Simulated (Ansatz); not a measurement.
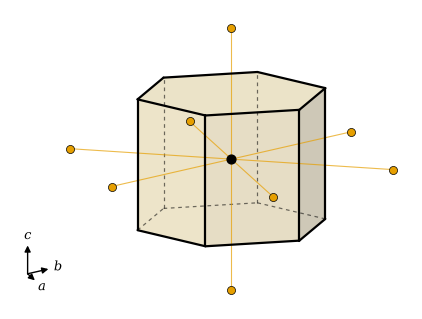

Crystal: CdW3, the geometry relaxed with Ansatz, DFT PBE, scalar-relativistic, plane waves, PAW; the starting structure was generated, so it need not be a known form of this composition. The Wigner–Seitz cell of the crystal's lattice, with lines to the lattice points that define its faces. Symmetry computed with spglib at a tolerance of 0.002 Å; standard conventional cell.

a = 5.825 Å, b = 5.825 Å, c = 4.667 Å, α = 90.00°, β = 90.00°, γ = 120.00°; lattice centring P.

Which of Fedorov's five parallelohedra is it?

A hexagonal prism: 8 faces (6 with 4 edges, 2 with 6 edges), 18 edges, 12 vertices. Its volume is that of the primitive cell, 137.1 Å³.

Which lattice vectors do the faces bisect?

```tsv
example	length (Å)	faces	edges of each	area (Å²)
c	4.67	2	6	29.4
a + b	5.83	6	4	15.7
```
